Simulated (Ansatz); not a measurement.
**Molecular dynamics of C₄H₂F₂Hf**

The run: molecular dynamics of C₄H₂F₂Hf. Method and program: RKS BLYP/def2-SVP (Ansatz 0.2.0).

The geometry comes from this level: PBE0-D4/def2-TZVP. Figures and captions count atoms from 1; the log counts them from 0 in places.

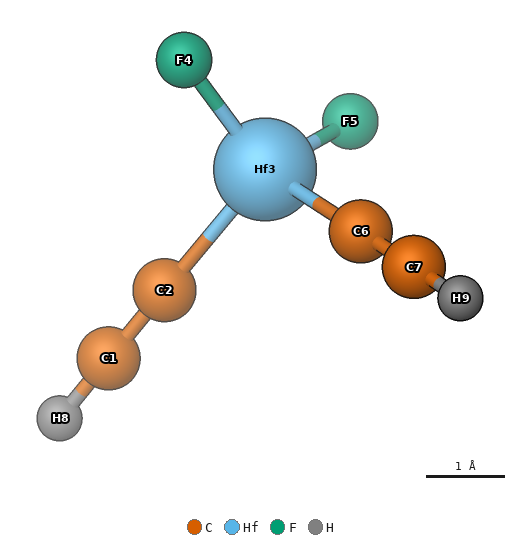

**Figure 1.** The structure as given in the input (ball-and-stick view, seen at a tilt; atoms are numbered from 1 in the order of the input). Sticks mark near contacts.

The input
```yaml
crystal:
  periodic: [false, false, false]
  atoms:
    - {symbol: C, position_ang: [-0.265054, -2.688897, -1.060407]}
    - {symbol: C, position_ang: [-0.497384, -1.637613, -0.498395]}
    - {symbol: Hf, position_ang: [-0.893013, 0.249709, 0.500258]}
    - {symbol: F, position_ang: [-1.234426, -0.069797, 2.332511]}
    - {symbol: F, position_ang: [-2.388282, 1.082853, -0.303382]}
    - {symbol: C, position_ang: [0.841879, 1.541256, 0.305634]}
    - {symbol: C, position_ang: [1.818034, 2.254630, 0.190508]}
    - {symbol: H, position_ang: [-0.058768, -3.612173, -1.554868]}
    - {symbol: H, position_ang: [2.677024, 2.880043, 0.088140]}
basis:
  gaussian: {orbitals: def2-SVP}
hamiltonian: {xc: {name: BLYP}}
md: {timestep: 0.5 fs, n_steps: 20, ensemble: nvt_nose_hoover, temperature: 1500, initial_velocities: maxwell_boltzmann, seed: 868}
```

Hardware: 8 threads of Arm Neoverse V2, 23 GiB of memory available, shared host.

Launched with:
```bash
ansatz run in.yaml --threads 8 --pin off --events-out ev --progress --plain --max-ram 18278MiB
```

Output
```
Functional definition: BLYP
  name "BLYP"
  cite "Becke, Phys. Rev. A 38, 3098 (1988) doi:10.1103/PhysRevA.38.3098"
  cite "Lee, Yang & Parr, Phys. Rev. B 37, 785 (1988) doi:10.1103/PhysRevB.37.785"
  parameter beta = 0.0042
  parameter a = 0.04918
  parameter b = 0.132
  parameter c = 0.2533
  parameter d = 0.349
  exchange = b88_x(beta = beta)
  correlation = lyp_c(a = a, b = b, c = c, d = d)
1358 factors; their error is unknown
mean field evaluation 1: about -10896.2211 eV, gradient 8.2e1 eV
mean field evaluation 2: about -10764.2845 eV, gradient 2.5e2 eV
mean field evaluation 4: about -10906.0075 eV, gradient 5.1e1 eV
mean field evaluation 8: about -10912.9010 eV, gradient 6.8e-2 eV
mean field evaluation 16: about -10912.8114 eV, gradient 4.9e-4 eV
mean field -10912.81137030 eV, -401.0384208892 hartree, gradient 3.1e-5 eV, S^2 0.000000; 0 other end points of the search recorded, 0 dependent functions left out
the calculation of the forces begins
reference -10912.81180923 eV, -401.0384370196 hartree; 28, 28 occupied and 98, 98 virtual orbitals, 1358 factors
md step     0: t =     0.00 fs  T =  1500.0 K  F+E_penalty+E_count = -10912.81137030 eV  E_kin = 1.357230 eV  conserved = -10911.45414031 eV  (30 SCF iters)
these checks for a lower state are left out or cut short: starts, cluster_reference, orbital_swaps, neighbouring_geometries, increment
1358 factors; their error is unknown
mean field -10912.82345065 eV, -401.0388648341 hartree, gradient 1.5e-5 eV, S^2 0.000000; 0 other end points of the search recorded, 0 dependent functions left out
[... from here on the field's lines of each further geometry are left out, up to the last ...]
md step     1: t =     0.50 fs  T =  1513.4 K  F+E_penalty+E_count = -10912.82345065 eV  E_kin = 1.369361 eV  conserved = -10911.45408934 eV  (34 SCF iters)
md step     2: t =     1.00 fs  T =  1492.9 K  F+E_penalty+E_count = -10912.80446314 eV  E_kin = 1.350793 eV  conserved = -10911.45366936 eV  (35 SCF iters)
md step     3: t =     1.50 fs  T =  1444.7 K  F+E_penalty+E_count = -10912.76032364 eV  E_kin = 1.307232 eV  conserved = -10911.45309093 eV  (34 SCF iters)
md step     4: t =     2.00 fs  T =  1378.2 K  F+E_penalty+E_count = -10912.69959130 eV  E_kin = 1.247039 eV  conserved = -10911.45255438 eV  (34 SCF iters)
md step     5: t =     2.50 fs  T =  1302.2 K  F+E_penalty+E_count = -10912.63043335 eV  E_kin = 1.178280 eV  conserved = -10911.45216204 eV  (34 SCF iters)
md step     6: t =     3.00 fs  T =  1223.6 K  F+E_penalty+E_count = -10912.55899918 eV  E_kin = 1.107117 eV  conserved = -10911.45190520 eV  (35 SCF iters)
md step     7: t =     3.50 fs  T =  1146.9 K  F+E_penalty+E_count = -10912.48943006 eV  E_kin = 1.037757 eV  conserved = -10911.45171946 eV  (35 SCF iters)
md step     8: t =     4.00 fs  T =  1075.6 K  F+E_penalty+E_count = -10912.42474010 eV  E_kin = 0.973268 eV  conserved = -10911.45155223 eV  (35 SCF iters)
md step     9: t =     4.50 fs  T =  1012.7 K  F+E_penalty+E_count = -10912.36758956 eV  E_kin = 0.916322 eV  conserved = -10911.45139255 eV  (35 SCF iters)
md step    10: t =     5.00 fs  T =   960.8 K  F+E_penalty+E_count = -10912.32046667 eV  E_kin = 0.869386 eV  conserved = -10911.45126283 eV  (35 SCF iters)
md step    11: t =     5.50 fs  T =   922.2 K  F+E_penalty+E_count = -10912.28538388 eV  E_kin = 0.834445 eV  conserved = -10911.45119110 eV  (35 SCF iters)
md step    12: t =     6.00 fs  T =   898.1 K  F+E_penalty+E_count = -10912.26348087 eV  E_kin = 0.812627 eV  conserved = -10911.45118847 eV  (35 SCF iters)
md step    13: t =     6.50 fs  T =   888.6 K  F+E_penalty+E_count = -10912.25485088 eV  E_kin = 0.804036 eV  conserved = -10911.45124788 eV  (35 SCF iters)
md step    14: t =     7.00 fs  T =   892.8 K  F+E_penalty+E_count = -10912.25863210 eV  E_kin = 0.807822 eV  conserved = -10911.45135695 eV  (36 SCF iters)
md step    15: t =     7.50 fs  T =   908.8 K  F+E_penalty+E_count = -10912.27315563 eV  E_kin = 0.822311 eV  conserved = -10911.45152313 eV  (36 SCF iters)
md step    16: t =     8.00 fs  T =   933.7 K  F+E_penalty+E_count = -10912.29581613 eV  E_kin = 0.844862 eV  conserved = -10911.45178387 eV  (36 SCF iters)
md step    17: t =     8.50 fs  T =   963.0 K  F+E_penalty+E_count = -10912.32252941 eV  E_kin = 0.871346 eV  conserved = -10911.45218522 eV  (55 SCF iters)
md step    18: t =     9.00 fs  T =   989.8 K  F+E_penalty+E_count = -10912.34711741 eV  E_kin = 0.895583 eV  conserved = -10911.45272960 eV  (36 SCF iters)
md step    19: t =     9.50 fs  T =  1005.2 K  F+E_penalty+E_count = -10912.36140756 eV  E_kin = 0.909495 eV  conserved = -10911.45332066 eV  (36 SCF iters)
the calculation of the forces begins
reference -10912.35721913 eV, -401.0217311416 hartree; 28, 28 occupied and 98, 98 virtual orbitals, 1358 factors
1358 factors; their error is unknown
mean field evaluation 192: about -10896.7785 eV, gradient 8.0e1 eV
mean field -10912.35677467 eV, -401.0217148082 hartree, gradient 1.4e-5 eV, S^2 0.000000; 1 other end points of the search recorded, 0 dependent functions left out
the calculation of the forces begins
reference -10912.35721913 eV, -401.0217311416 hartree; 28, 28 occupied and 98, 98 virtual orbitals, 1358 factors
md step    20: t =    10.00 fs  T =   999.8 K  F+E_penalty+E_count = -10912.35677467 eV  E_kin = 0.904641 eV  conserved = -10911.45377052 eV  (55 SCF iters)
```

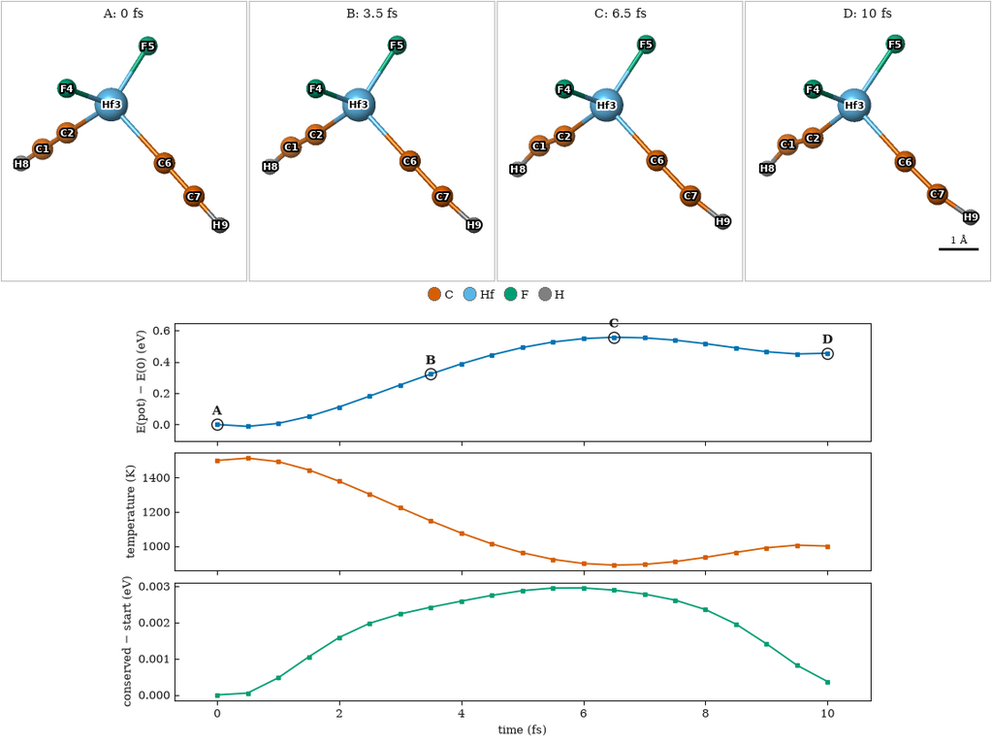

**Figure 2.** Frames of the molecular dynamics (ball-and-stick, seen at a tilt) above the curves, on which the letters mark them. The trajectory kept here has 21 frames over 10 fs. The temperature starts at 1500 K, ranges from 889 to 1513 K and averages 942 K over the second half. The potential energy ends 0.455 eV above its first value. The conserved quantity stays within 0.003 eV. After an unweighted best fit of the last frame on the first, the root-mean-square displacement is 0.14 Å.

```
Total energy: -10912.35721913 eV, -401.0217311416 hartree
Atom 0 at    -0.384105    -2.641453    -1.075027 Å, force     1.135612     1.633793     1.241867 eV/Å
Atom 1 at    -0.351281    -1.556866    -0.424813 Å, force    -0.159538    -3.292146    -1.918702 eV/Å
Atom 2 at    -0.885786     0.224527     0.493725 Å, force    -2.289977     2.682719    -0.481467 eV/Å
Atom 3 at    -1.208570     0.000285     2.329300 Å, force    -0.219104    -0.374617     1.198501 eV/Å
Atom 4 at    -2.435495     1.183581    -0.332966 Å, force     1.164779    -0.841810     0.496482 eV/Å
Atom 5 at     0.801939     1.513061     0.420816 Å, force     0.390779    -0.014580     0.096840 eV/Å
Atom 6 at     1.763588     2.244603     0.182488 Å, force    -0.386841     0.069280    -0.238770 eV/Å
Atom 7 at     0.088352    -3.524839    -1.485895 Å, force    -0.476315    -0.380305    -0.342526 eV/Å
Atom 8 at     2.455044     2.960200    -0.185395 Å, force     0.840605     0.517666    -0.052226 eV/Å
Dipole moment:     0.412713    -0.243410    -0.275833 e Å
```

Trajectory as extended XYZ (Å, eV, eV/Å), 11 of the 21 frames kept, from step=0 to step=20
```
9
Properties=species:S:1:pos:R:3:forces:R:3 step=0 time_fs=0.0 energy=-10912.81137 temperature=1500.0
C    -0.2651   -2.6889   -1.0604    0.3263  -1.5243  -0.8100
C    -0.4974   -1.6376   -0.4984   -0.3700   1.7146   0.9126
Hf   -0.8930    0.2497    0.5003    0.4586  -0.1282  -0.2569
F    -1.2344   -0.0698    2.3325   -0.1379  -0.1570   0.8503
F    -2.3883    1.0829   -0.3034   -0.6814   0.3861  -0.3914
C     0.8419    1.5413    0.3056   -1.5849  -1.1679   0.1827
C     1.8180    2.2546    0.1905    1.4067   1.0396  -0.1609
H    -0.0588   -3.6122   -1.5549    0.1142  -0.5016  -0.2696
H     2.6770    2.8800    0.0881    0.4684   0.3386  -0.0568
9
Properties=species:S:1:pos:R:3:forces:R:3 step=2 time_fs=1.0 energy=-10912.80446 temperature=1492.9
C    -0.2795   -2.6820   -1.0612    0.2915  -0.9253  -0.4669
C    -0.4820   -1.6293   -0.4908   -0.3826   1.5710   0.8325
Hf   -0.8920    0.2470    0.4997   -0.0645   0.0261  -0.3880
F    -1.2314   -0.0622    2.3294   -0.1629  -0.1982   0.9960
F    -2.3932    1.0932   -0.3063   -0.4476   0.2476  -0.2766
C     0.8237    1.5284    0.3192    0.8025   0.5387  -0.0875
C     1.8201    2.2582    0.1892    0.1879   0.2328  -0.0983
H    -0.0336   -3.5869   -1.5356    0.1974  -1.1290  -0.6195
H     2.6864    2.9190    0.0479   -0.4218  -0.3638   0.1085
9
Properties=species:S:1:pos:R:3:forces:R:3 step=4 time_fs=2.0 energy=-10912.69959 temperature=1378.2
C    -0.2938   -2.6758   -1.0624    0.3001  -0.5451  -0.2418
C    -0.4668   -1.6198   -0.4825   -0.3423   1.1570   0.6052
Hf   -0.8910    0.2444    0.4992   -0.6038   0.1891  -0.4914
F    -1.2284   -0.0546    2.3267   -0.1853  -0.2361   1.1283
F    -2.3984    1.1036   -0.3094   -0.2216   0.1109  -0.1666
C     0.8062    1.5159    0.3328    2.8521   2.0151  -0.3645
C     1.8224    2.2620    0.1879   -0.9483  -0.4970  -0.0385
H    -0.0066   -3.5721   -1.5222    0.1931  -1.2911  -0.7166
H     2.6919    2.9547    0.0088   -1.0441  -0.9027   0.2859
9
Properties=species:S:1:pos:R:3:forces:R:3 step=6 time_fs=3.0 energy=-10912.55900 temperature=1223.6
C    -0.3078   -2.6701   -1.0639    0.4612  -0.5510  -0.2073
C    -0.4520   -1.6093   -0.4737   -0.2714   0.5523   0.2724
Hf   -0.8900    0.2417    0.4986   -1.1247   0.3779  -0.5662
F    -1.2255   -0.0472    2.3247   -0.2044  -0.2702   1.2414
F    -2.4037    1.1141   -0.3125   -0.0056  -0.0232  -0.0622
C     0.7909    1.5051    0.3460    4.4287   3.1574  -0.6115
C     1.8238    2.2654    0.1865   -1.9642  -1.1480   0.0334
H     0.0222   -3.5693   -1.5154    0.0134  -0.8959  -0.5272
H     2.6877    2.9818   -0.0277   -1.3330  -1.1995   0.4272
9
Properties=species:S:1:pos:R:3:forces:R:3 step=8 time_fs=4.0 energy=-10912.42474 temperature=1075.6
C    -0.3214   -2.6649   -1.0655    0.7536  -0.7433  -0.2513
C    -0.4373   -1.5984   -0.4648   -0.1882  -0.1776  -0.1314
Hf   -0.8890    0.2391    0.4980   -1.5913   0.6085  -0.6134
F    -1.2228   -0.0399    2.3232   -0.2199  -0.2999   1.3300
F    -2.4090    1.1245   -0.3157    0.1992  -0.1540   0.0362
C     0.7792    1.4968    0.3588    5.4980   3.9344  -0.8062
C     1.8237    2.2679    0.1851   -2.8330  -1.7198   0.1271
H     0.0510   -3.5750   -1.5135   -0.3046  -0.2008  -0.1937
H     2.6708    2.9976   -0.0601   -1.3137  -1.2477   0.5027
9
Properties=species:S:1:pos:R:3:forces:R:3 step=10 time_fs=5.0 energy=-10912.32047 temperature=960.8
C    -0.3344   -2.6603   -1.0672    1.0711  -0.8266  -0.2251
C    -0.4229   -1.5877   -0.4559   -0.1105  -0.9731  -0.5752
Hf   -0.8882    0.2365    0.4974   -1.9726   0.8907  -0.6348
F    -1.2201   -0.0328    2.3225   -0.2311  -0.3248   1.3896
F    -2.4142    1.1349   -0.3189    0.3921  -0.2812   0.1285
C     0.7719    1.4916    0.3709    6.0625   4.3424  -0.9353
C     1.8214    2.2690    0.1839   -3.5501  -2.2227   0.2517
H     0.0768   -3.5825   -1.5136   -0.6397   0.4495   0.1097
H     2.6416    3.0016   -0.0878   -1.0216  -1.0542   0.4908
9
Properties=species:S:1:pos:R:3:forces:R:3 step=12 time_fs=6.0 energy=-10912.26348 temperature=898.1
C    -0.3466   -2.6563   -1.0692    1.3224  -0.6560  -0.0649
C    -0.4085   -1.5777   -0.4475   -0.0545  -1.7637  -1.0210
Hf   -0.8875    0.2339    0.4967   -2.2465   1.2246  -0.6333
F    -1.2175   -0.0258    2.3224   -0.2378  -0.3447   1.4169
F    -2.4192    1.1452   -0.3220    0.5727  -0.4044   0.2147
C     0.7694    1.4899    0.3823    6.1194   4.3741  -0.9862
C     1.8162    2.2683    0.1828   -4.0874  -2.6454   0.4083
H     0.0966   -3.5860   -1.5126   -0.8885   0.8525   0.2882
H     2.6027    2.9957   -0.1108   -0.4998  -0.6369   0.3773
9
Properties=species:S:1:pos:R:3:forces:R:3 step=14 time_fs=7.0 energy=-10912.25863 temperature=892.8
C    -0.3577   -2.6528   -1.0712    1.4625  -0.2387   0.2145
C    -0.3941   -1.5692   -0.4399   -0.0314  -2.4675  -1.4233
Hf   -0.8869    0.2314    0.4960   -2.4034   1.5980  -0.6130
F    -1.2151   -0.0190    2.3231   -0.2397  -0.3595   1.4104
F    -2.4239    1.1552   -0.3250    0.7408  -0.5232   0.2950
C     0.7718    1.4916    0.3929    5.6378   4.0021  -0.9405
C     1.8077    2.2655    0.1821   -4.3174  -2.8871   0.5626
H     0.1080   -3.5814   -1.5090   -0.9998   0.9484   0.3183
H     2.5591    2.9837   -0.1302    0.1506  -0.0725   0.1760
9
Properties=species:S:1:pos:R:3:forces:R:3 step=16 time_fs=8.0 energy=-10912.29582 temperature=933.7
C    -0.3677   -2.6495   -1.0730    1.4731   0.3546   0.5670
C    -0.3798   -1.5626   -0.4334   -0.0451  -3.0029  -1.7349
Hf   -0.8864    0.2290    0.4953   -2.4484   1.9876  -0.5783
F    -1.2128   -0.0124    2.3245   -0.2371  -0.3693   1.3704
F    -2.4283    1.1650   -0.3279    0.8960  -0.6366   0.3689
C     0.7787    1.4966    0.4027    4.5554   3.1754  -0.7691
C     1.7958    2.2604    0.1818   -3.9620  -2.6992   0.6078
H     0.1099   -3.5680   -1.5025   -0.9564   0.7408   0.2061
H     2.5169    2.9710   -0.1480    0.7244   0.4496  -0.0378
9
Properties=species:S:1:pos:R:3:forces:R:3 step=18 time_fs=9.0 energy=-10912.34712 temperature=989.8
C    -0.3764   -2.6459   -1.0744    1.3524   1.0291   0.9363
C    -0.3655   -1.5584   -0.4284   -0.0917  -3.2977  -1.9126
Hf   -0.8860    0.2267    0.4945   -2.4003   2.3611  -0.5333
F    -1.2106   -0.0060    2.3266   -0.2300  -0.3742   1.2985
F    -2.4321    1.1745   -0.3305    1.0375  -0.7433   0.4363
C     0.7892    1.5041    0.4119    2.8036   1.8371  -0.4338
C     1.7807    2.2532    0.1820   -2.6873  -1.7580   0.3771
H     0.1028   -3.5476   -1.4940   -0.7652   0.2648  -0.0296
H     2.4814    2.9625   -0.1661    0.9811   0.6811  -0.1390
9
Properties=species:S:1:pos:R:3:forces:R:3 step=20 time_fs=10.0 energy=-10912.35678 temperature=999.8
C    -0.3841   -2.6415   -1.0750    1.1356   1.6338   1.2419
C    -0.3513   -1.5569   -0.4248   -0.1595  -3.2921  -1.9187
Hf   -0.8858    0.2245    0.4937   -2.2900   2.6827  -0.4815
F    -1.2086    0.0003    2.3293   -0.2191  -0.3746   1.1985
F    -2.4355    1.1836   -0.3330    1.1648  -0.8418   0.4965
C     0.8019    1.5131    0.4208    0.3908  -0.0146   0.0968
C     1.7636    2.2446    0.1825   -0.3868   0.0693  -0.2388
H     0.0884   -3.5248   -1.4859   -0.4763  -0.3803  -0.3425
H     2.4550    2.9602   -0.1854    0.8406   0.5177  -0.0522
```

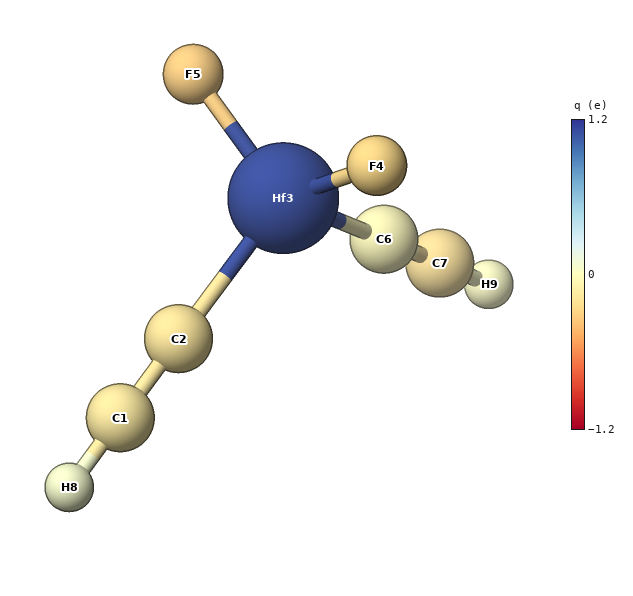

**Figure 3.** Mulliken charges, as the colour of each atom (ball-and-stick view, seen at a tilt; atoms are numbered from 1 in the order of the input). By element: C −0.23 to −0.04, Hf +1.11, F −0.31 to −0.26 and H 0.00 to +0.06 e.

Results in brief

| quantity | value |
| --- | --- |
| outcome | finished |
| mean temperature over the second half | 942 K |
| trajectory | 20 steps, 10 fs |
| ensemble | nvt_nose_hoover |
| temperature in the input | 1500 K |
| time step | 0.5 fs |
| potential energy (last step) | −10912.3572 eV |
| SCF solution under orbital rotations (last step) | stable |
| largest force (length of the vector) (last step) | 3.814 eV/Å |
| dipole moment (last step) | 2.66 D |
| wall time | 19 s (CPU time 2.2 min) |
| peak memory | 0.2 GiB |

Notes

So short a trajectory is not equilibrated. The temperature stays far from the 1500 K of the thermostat over the second half: the run isn't equilibrated.
